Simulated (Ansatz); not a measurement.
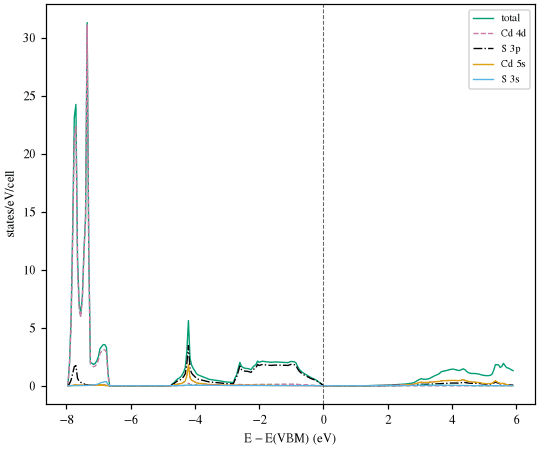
Figure: Total and projected density of states of CdS (zinc blende, F-43m), DFT-LDA in the program Ansatz with PAW potentials

Which orbitals carry the states next to the gap?

Top 1 eV of the valence band: S 3p 88 %, Cd 4d 8 %. Bottom 1 eV of the conduction band: Cd 5s 54 %, S 3s 22 %, S 3p 21 %. Projections are on Löwdin-orthogonalised atomic valence shells; empty p or d shells of many metals are not among them.

Where is the tallest occupied peak in this window, and what makes it?

Near -7.3 eV, about 31 states/eV per cell; the largest projected share is Cd 4d.

Symmetry was held in the LDA relaxation; phonons on a q-mesh show no instability. Scalar-relativistic: spin–orbit coupling is off unless named, which matters more the heavier the elements.

Potentials: the later of the program's two PAW sets.
